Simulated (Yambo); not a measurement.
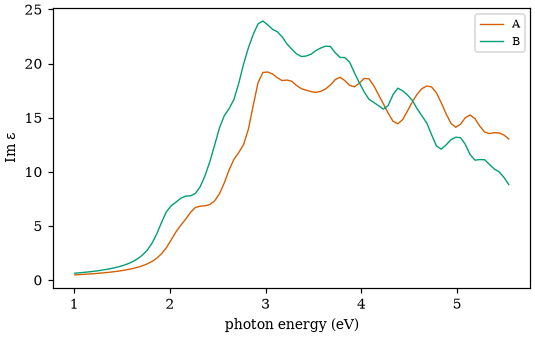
Figure. Two computed absorption spectra of WSe₂ (space group P6_3/mmc, No. 194) (Yambo, PBE bands with the same scissor, field along x)

Axes are Cartesian, with cell vectors (Å) (3.28, 0.00, 0.00), (-1.64, 2.84, 0.00), (0.00, 0.00, 12.78).

### Question
Which curve includes the electron-hole attraction (BSE)?

### Answer
Curve B: the attraction moves weight to lower energy (centre of the plotted range 3.7 eV against 3.9 eV). Settings: 9×9×2 mesh, 9 valence and 9 conduction bands, static screening with 94 bands and a 3 Ry block, scissor 0.52 eV, Tamm-Dancoff. The scissor comes from a G0W0 run whose convergence isn't established. Broadening 0.15 eV. The band window holds all transitions up to 5.5 eV. On this mesh the peak heights and the fine structure are mesh artefacts; only the shift of weight is robust.

Bands and orbitals come from the standard potentials; the scissor and the G0W0 gaps come from a run at the same geometry on the stringent ones, which hold whole semicore shells in the valence.

Spin-orbit coupling is not included.

Geometry relaxed with PBE+D3(BJ); primitive cell a = b = 3.2800 Å, c = 12.7812 Å, α = β = 90.00°, γ = 120.00°.
